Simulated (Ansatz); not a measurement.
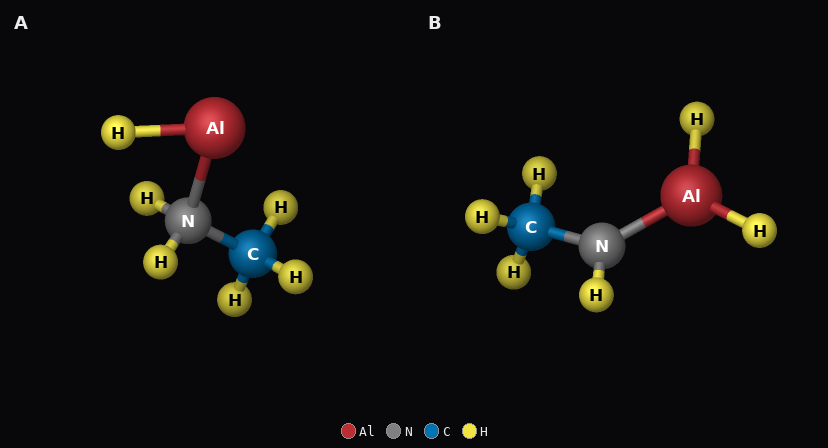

2 stationary structures of one formula. Geometries: PBE0-D4/def2-TZVP. Electronic energies: CCSD(T)/CBS (MP2 limit from def2-TZVPP and def2-QZVPP plus CCSD(T) − MP2) (Ansatz 0.2.0), without zero-point energy. Each is one conformer, not always the lowest.

Which structure is the most stable?

Answer. B is lowest (a minimum); A lies 138.2 kJ/mol above it (a minimum).
